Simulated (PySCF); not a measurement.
# C4H5FO: the cost of one run

Computed with PySCF 2.14.0, with density-fitted response routines of our own, on a single molecule in the gas phase. Atoms are numbered from 0 throughout.

**1. Starting geometry**

11 atoms, charge 0, multiplicity 1; geometry from: GFN2-xTB. The atoms were then displaced at random by about 0.01 Å, so the start is not that level's minimum.

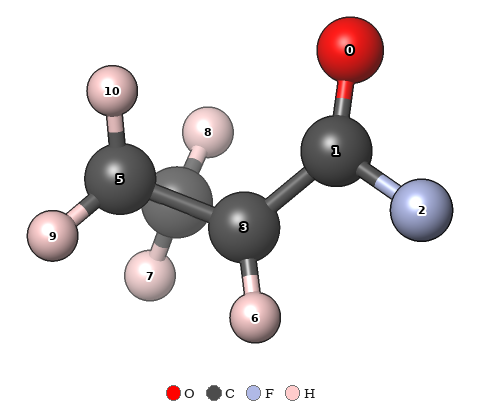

The starting geometry (oxygen red, carbon dark grey, fluorine light blue, hydrogen pink), atoms numbered.

**2. Relaxing the molecule at PBE0-D3(BJ)/def2-SVP**

What the job is given:

```
{"job": {"xc": "PBE0", "basis": "def2-SVP", "d3": "d3bj", "grid": 1, "shake": 0.01, "kind": "geom"}, "charge": 0, "multiplicity": 1}
O      2.002900    -0.353740    -0.908310
C      1.517410    -0.037080     0.133990
F      2.348170     0.200870     1.181710
C      0.162650     0.140780     0.537920
C     -0.901850    -0.763140    -0.130890
C     -0.838060     0.678890    -0.500710
H     -0.000500     0.416380     1.576670
H     -1.697200    -1.099140     0.491460
H     -0.526490    -1.478880    -0.804330
H     -1.604150     1.345800    -0.141390
H     -0.424750     0.923430    -1.451790
```

Launch:

```sh
OMP_NUM_THREADS=1 python probes_run.py task.json out
```

This one command runs all jobs of the session in turn.

**Question.** How long does this first job take on 1 thread of Arm Neoverse V1, shared host, and how much memory does it need?

About 44 s, with a peak of 0.46 GiB.
